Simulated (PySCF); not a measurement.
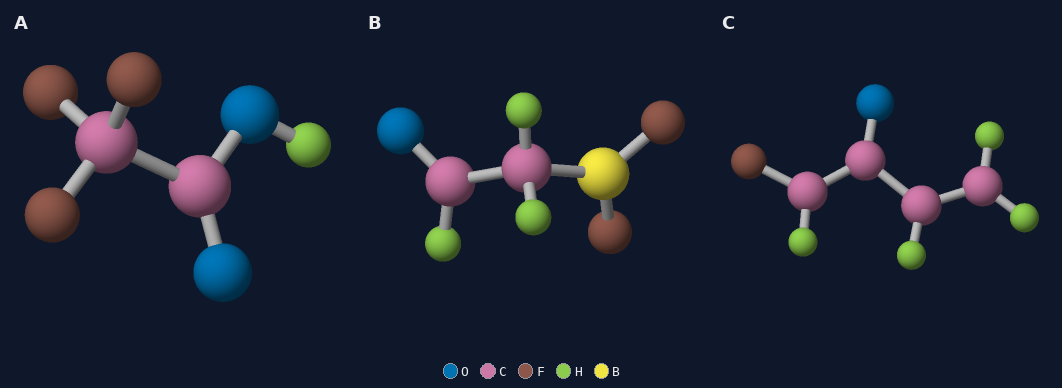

Source: calculation with PySCF.

> Which panel belongs to which SMILES?
(1) O=C(O)C(F)(F)F
(2) O=CCB(F)F
(3) C=C/C([O-])=C/F

A is (1), B is (2), C is (3).
